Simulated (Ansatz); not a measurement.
# Pressure series in hypothetical anti-perovskite Ba3PtC

Consider Ba3PtC in the anti-perovskite structure (space group Pm-3m, No. 221; a hypothetical phase, not in the database extracts checked).

```xyz
5
Lattice="5.5099 0.0000 0.0000 0.0000 5.5099 0.0000 0.0000 0.0000 5.5099" Properties=species:S:1:pos:R:3 pbc="T T T"
Ba     2.7549     0.0000     2.7549
Ba     0.0000     2.7549     2.7549
Ba     2.7549     2.7549     0.0000
Pt     0.0000     0.0000     0.0000
C      2.7549     2.7549     2.7549
```

Cell and atoms are relaxed at each pressure.

Level of theory: PBE (Ansatz, an electronic-structure program; PAW; 420 eV plane waves; scalar-relativistic without spin-orbit coupling).

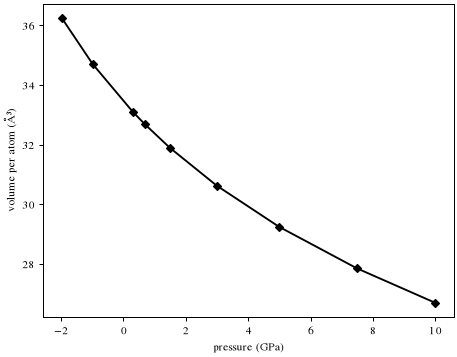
Fig. 1. Volume against pressure

Task: Estimate the zero-pressure bulk modulus from the plot.

Result: About 29 GPa; a third-order Birch–Murnaghan fit to the points gives V₀ = 33.45 Å³/atom, B₀ = 29 GPa and B₀′ = 3.9.

Load acts through the strain it causes; cell and atoms are relaxed under it. Whether these cells are dynamically stable was not tested. Competing high-pressure phases were not computed. The final runs are not spin-polarised. Ba3PtC has a high density of states at the Fermi level and may be magnetic at this level.
